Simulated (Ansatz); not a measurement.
**Hypothetical diamond Re, pressure series**

The reference is Re in the diamond structure (space group Fd-3m, No. 227; a = 5.651 Å; a hypothetical phase, not in the database extracts checked).

Cell and atoms are relaxed at each pressure.

Levels (all Ansatz, a quantum-chemistry and plane-wave program, PAW): PBE (420 eV, no SOC); PBEsol (420 eV, no SOC).

The base cell above is that of PBE; each level relaxes its own structures.

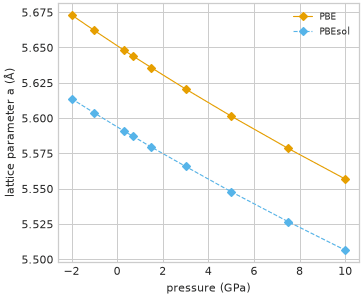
Figure: Lattice parameter a under two levels

How do the two levels compare along the series?

PBE lies above PBEsol in every row, by 0.050 Å to 0.059 Å. They put the cases in the same order.

Load acts through the strain it causes; cell and atoms are relaxed under it. Stability against distortions was not tested. Competing high-pressure phases were not computed. The final runs are not spin-polarised.
